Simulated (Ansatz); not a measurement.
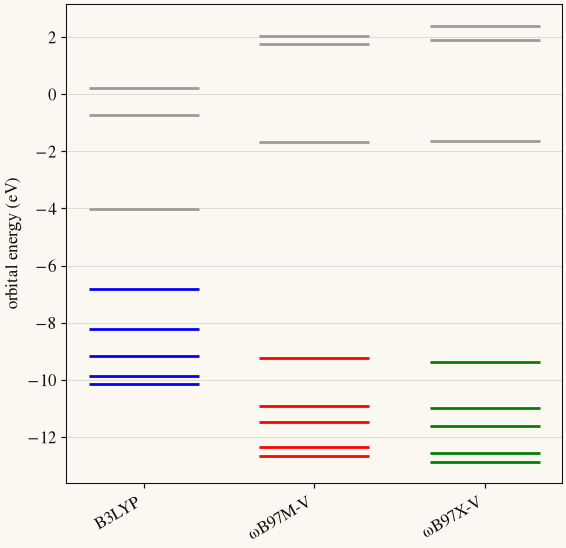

Frontier orbital energies of C₂H₄OSSi, SMILES O=CC([SiH3])=S at one geometry, def2-TZVPP, the Ansatz code 0.2.0, at a PBE0-D4/def2-TZVP geometry (no frequency check). Empty levels are grey, levels within 0.1 eV stand side by side; all columns show the same few orbitals around the gap.

**Compare the HOMO-LUMO separations.**

The separation grows from 2.80 eV (B3LYP) to 7.75 eV (ωB97X-V).

| level | HOMO (eV) | LUMO (eV) | separation (eV) |
| --- | --- | --- | --- |
| B3LYP | −6.81 | −4.01 | 2.80 |
| ωB97M-V | −9.23 | −1.66 | 7.57 |
| ωB97X-V | −9.39 | −1.64 | 7.75 |

Caveats, for all or some of the runs: empty levels above zero depend strongly on the basis; one conformer of a flexible molecule.
